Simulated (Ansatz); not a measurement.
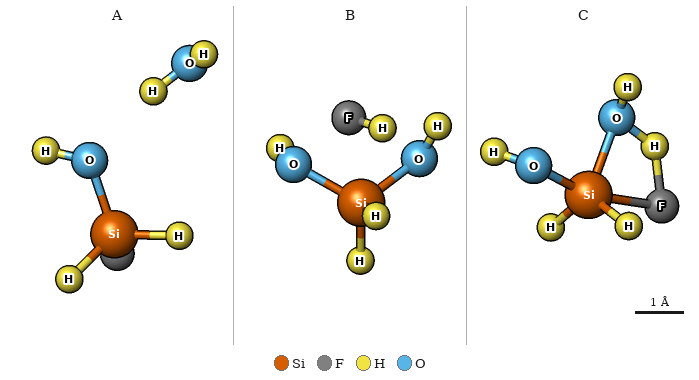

Three geometries of SiH5O2F: a saddle point and the two minima that it joins, in shuffled order. Style: ball-and-stick. Shown at a tilt. Sticks join atoms that are closer than about 1.2 times the sum of their covalent radii (a little more with hydrogen).

Stationary points at PBE0-D4/def2-TZVP, single-point energies with CCSD(T)/CBS, PBE0-D4, r2SCAN0-D4 (def2-TZVPP where no basis is named; Ansatz 0.2.0). The energies are electronic, without zero-point or thermal terms, and both ends are the minima reached downhill from the saddle, with any fragments still in contact. CCSD(T)/CBS stands for a frozen-core estimate: MP2 correlation extrapolated from def2-TZVPP and def2-QZVPP, CCSD(T) minus MP2 from the smaller set.

Question: Identify the saddle point and describe the reaction.

Answer: Frame C is the saddle point. Counted by bonded pieces, A holds H₂O + SiH₃OF and B holds HF + SiH₄O₂. From A over the saddle to B, bonds form: O–Si (3.92 → 1.82 → 1.67 Å), F–H (5.09 → 1.27 → 0.95 Å). Bonds break: F–Si (1.59 → 1.96 → 3.18 Å), H–O (0.96 → 1.10 → 1.69 Å). The saddle has one imaginary mode, 571i cm⁻¹. With CCSD(T)/CBS the barrier is 1.31 eV from A and 1.07 eV from B, and B lies 0.24 eV above A.

```csv
level,barrier from A (eV),barrier from B (eV),B less A (eV)
CCSD(T)/CBS,1.31,1.07,0.24
PBE0-D4,1.15,0.98,0.18
r2SCAN0-D4,1.21,1.02,0.19
```

Against CCSD(T)/CBS, r2SCAN0-D4 comes closest on the barrier from A (−0.11 eV) and PBE0-D4 misses most (−0.16 eV).
